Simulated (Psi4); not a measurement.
**AlBH6 (H2Al(BH4)): wB97X-D/6-31G(d) (spherical functions, sweep point 3)**

Aim: the vertical electron affinity of AlBH6 (H2Al(BH4)) at wB97X-D/6-31G* (spherical functions, sweep point 3), from 2 runs. The job is set up through a Python script.

The results are computed with Psi4 1.11.

4 further runs of the same task are left out: 4 set aside as unsound or not needed.

## Step 1: The system as given

AlBH6 has 8 atoms, charge 0, and is taken as a singlet. The shape comes from GFN2-xTB, which is rough for such elements, and wasn't checked as a minimum.

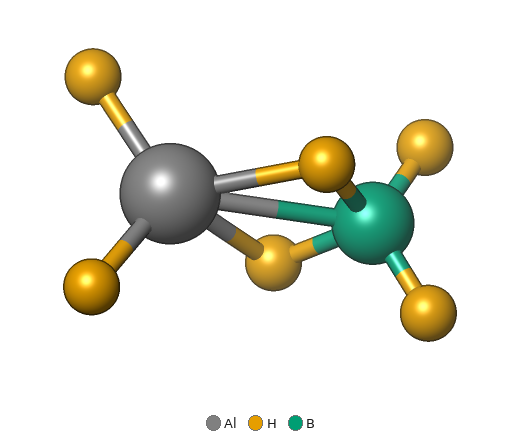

Viewed from a chosen angle; aluminium grey, hydrogen amber, boron teal.

## Step 2: A single-point energy at wB97X-D/6-31G(d) (spherical functions, sweep point 3)

The input, run.py:

```python
import psi4

psi4.set_memory('1600 MB')
psi4.set_num_threads(1)
psi4.set_output_file('output.dat', False)

m = psi4.geometry("""
0 1
Al    -0.872330    -0.514150    -0.478720
H      0.096830     0.945450    -0.494590
B      0.854410     0.502140     0.466870
H      0.387400    -0.681460     0.733140
H     -0.754240    -1.432160    -1.724810
H     -2.325190    -0.376490     0.049730
H      0.669960     1.182470     1.410950
H      1.943150     0.374200     0.037420
units angstrom
symmetry c1
""")

psi4.set_options({
    'basis': '6-31G*',
    'reference': 'rks',
    'puream': True,
    'scf_type': 'pk',
    'dft_radial_points': 35,
    'dft_spherical_points': 110,
})

result = psi4.energy("wb97x-d")
print(f'wb97x-d energy: {result:.10f} Eh')
for k, v in sorted(psi4.core.scalar_variables().items()):
    print(f'{k:45s} {v:18.10f}')
```

On the command line:

```
$ python run.py
```

output.dat, cut to the lines that bear on the results:

```text
[...]
  Running in c1 symmetry.
[...]
  Nuclear repulsion =   50.055727267243114
[...]
  Multiplicity = 1
[...]
  Nalpha       = 12
  Nbeta        = 12
[...]
    Number of basis functions: 44
[...]
   @RKS iter   1:  -270.79445167687692   -6.56664e-01   5.16036e-03 DIIS/ADIIS
[...]
   @RKS iter   7:  -270.83131319210622   -3.57386e-09   1.95570e-07 DIIS
[...]
    Orbital Energies [Eh]
    ---------------------
    Doubly Occupied:
       1A    -56.201116     2A     -6.837539     3A     -4.274084
       4A     -2.815784     5A     -2.810975     6A     -2.808703
       7A     -0.691303     8A     -0.507459     9A     -0.469081
      10A     -0.434455    11A     -0.434177    12A     -0.388842
[...]
  @RKS Final Energy:  -270.83131319210622
   => Energetics <=
    Nuclear Repulsion Energy =             50.0557272672431139
    One-Electron Energy =                -472.4547067196925809
    Two-Electron Energy =                 169.1299822205330941
    DFT Exchange-Correlation Energy =     -17.5600003217649601
    Empirical Dispersion Energy =          -0.0023156384248607
    VV10 Nonlocal Energy =                  0.0000000000000000
    Total Energy =                       -270.8313131921062222
[...]
 Multipole Moments:
 ------------------------------------------------------------------------------------
     Multipole            Electronic (a.u.)      Nuclear  (a.u.)        Total (a.u.)
 ------------------------------------------------------------------------------------
 L = 1.  Multiply by 2.5417464519 to convert [e a0] to [Debye]
 Dipole X            :         -1.3997380            1.2107080           -0.1890300
 Dipole Y            :         -0.8322256            0.7175640           -0.1146617
 Dipole Z            :         -0.7802245            0.6699384           -0.1102861
 Magnitude           :                                                    0.2470682
[...]
```

Standard output:

```text
wb97x-d energy: -270.8313131921 Eh
CURRENT ENERGY                                   -270.8313131921
CURRENT REFERENCE ENERGY                         -270.8313131921
DD SOLVATION ENERGY                                 0.0000000000
DFT FUNCTIONAL TOTAL ENERGY                      -270.8289975537
DFT TOTAL ENERGY                                 -270.8313131921
DFT VV10 ENERGY                                     0.0000000000
DFT XC ENERGY                                     -17.5600003218
DISPERSION CORRECTION ENERGY                       -0.0023156384
GRID ELECTRONS ALPHA                               11.9991284520
GRID ELECTRONS BETA                                11.9991284520
GRID ELECTRONS TOTAL                               23.9982569040
NUCLEAR REPULSION ENERGY                           50.0557272672
ONE-ELECTRON ENERGY                              -472.4547067197
PCM POLARIZATION ENERGY                             0.0000000000
PE ENERGY                                           0.0000000000
SCF ITERATION ENERGY                             -270.8313131921
SCF ITERATIONS                                      7.0000000000
SCF TOTAL ENERGY                                 -270.8313131921
TWO-ELECTRON ENERGY                               169.1299822205
WB97X-D DISPERSION CORRECTION ENERGY               -0.0023156384
XC GRID RADIAL POINTS                              35.0000000000
XC GRID SPHERICAL POINTS                          110.0000000000
XC GRID TOTAL POINTS                            30015.0000000000
```

Run time: 1.7 s. Hardware: 1 thread of AMD EPYC 9B45 (Zen 5), shared host; peak memory 0.24 GiB.

## Step 3: The doublet anion, same level

The input, job.py:

```python
import psi4

psi4.set_memory('1600 MB')
psi4.set_num_threads(1)
psi4.set_output_file('run.log', False)

mol = psi4.geometry("""
-1 2
Al    -0.872330    -0.514150    -0.478720
H      0.096830     0.945450    -0.494590
B      0.854410     0.502140     0.466870
H      0.387400    -0.681460     0.733140
H     -0.754240    -1.432160    -1.724810
H     -2.325190    -0.376490     0.049730
H      0.669960     1.182470     1.410950
H      1.943150     0.374200     0.037420
symmetry c1
""")

psi4.set_options({
    'basis': '6-31G*',
    'reference': 'uks',
    'puream': True,
    'scf_type': 'pk',
    'dft_radial_points': 35,
    'dft_spherical_points': 110,
    'maxiter': 150,
})

energy_value, wavefunction = psi4.energy('wb97x-d', molecule=mol, return_wfn=True)
print(f'total energy {energy_value:.8f} hartree = {energy_value * 27.211386:.5f} eV')
```

On the command line:

```
$ python job.py
```

run.log, cut to the lines that bear on the results:

```text
[...]
  Running in c1 symmetry.
[...]
  Nuclear repulsion =   50.055727267243114
[...]
  Multiplicity = 2
[...]
  Nalpha       = 13
  Nbeta        = 12
[...]
    Number of basis functions: 44
[...]
   @UKS iter   1:  -270.72430945206736   -5.86522e-01   7.12268e-03 ADIIS/DIIS
[...]
   @UKS iter   9:  -270.80805847820488   -6.39443e-09   2.64033e-07 DIIS
[...]
   @S^2 Observed:                7.542968897E-01
[...]
    Orbital Energies [Eh]
    ---------------------
    Alpha Occupied:
       1A    -55.956182     2A     -6.630242     3A     -4.031877
       4A     -2.571335     5A     -2.570316     6A     -2.568104
       7A     -0.488234     8A     -0.309979     9A     -0.269524
      10A     -0.246796    11A     -0.232460    12A     -0.179586
      13A      0.029940
    Alpha Virtual:
      14A      0.262248    15A      0.295420    16A      0.304545
      17A      0.343913    18A      0.373257    19A      0.375230
      20A      0.379660    21A      0.484448    22A      0.488846
      23A      0.522062    24A      0.543961    25A      0.657151
[...]
  @UKS Final Energy:  -270.80805847820488
   => Energetics <=
    Nuclear Repulsion Energy =             50.0557272672431139
    One-Electron Energy =                -477.6798759165008050
    Two-Electron Energy =                 174.4662736050477747
    DFT Exchange-Correlation Energy =     -17.6478677955701144
    Empirical Dispersion Energy =          -0.0023156384248607
    VV10 Nonlocal Energy =                  0.0000000000000000
    Total Energy =                       -270.8080584782048845
[...]
 Multipole Moments:
 ------------------------------------------------------------------------------------
     Multipole            Electronic (a.u.)      Nuclear  (a.u.)        Total (a.u.)
 ------------------------------------------------------------------------------------
 L = 1.  Multiply by 2.5417464519 to convert [e a0] to [Debye]
 Dipole X            :         -0.7156566            1.2107080            0.4950514
 Dipole Y            :         -0.4351472            0.7175640            0.2824167
 Dipole Z            :         -0.4058975            0.6699384            0.2640408
 Magnitude           :                                                    0.6281343
[...]
```

Standard output:

```text
total energy -270.80805848 hartree = -7369.06261 eV
```

Wall time 1.8 s (1 thread of AMD EPYC 9B45 (Zen 5), shared host); peak memory 0.24 GiB.

## Step 4: Summary of results

At wB97X-D/6-31G* (spherical functions, sweep point 3):

| quantity | value |
| --- | --- |
| singlet AlBH6: total energy | -270.83131 Eh |
| singlet AlBH6: dipole moment | 0.63 D |
| singlet AlBH6: HOMO energy | -10.58 eV |
| singlet AlBH6: LUMO energy | 0.52 eV |
| singlet AlBH6: HOMO–LUMO gap | 11.10 eV |
| singlet AlBH6: dispersion energy | -6.08 kJ/mol |
| doublet anion: total energy | -270.80806 Eh |
| doublet anion: HOMO energy (highest over α and β) | 0.81 eV |
| doublet anion: LUMO energy (lowest over α and β) | 5.94 eV |
| doublet anion: dispersion energy | -6.08 kJ/mol |
| doublet anion: ⟨S²⟩ | 0.754 |
| vertical electron affinity (to the doublet anion) | -0.633 eV |

In words: The anion lies 0.63 eV (14.6 kcal/mol) above the neutral: the electron isn't bound at this level, and such a value depends on the basis. Without diffuse functions anions come out too high. The HOMO (doublet anion) lies at positive energy, 0.81 eV; only total energies tell whether the electron is bound.
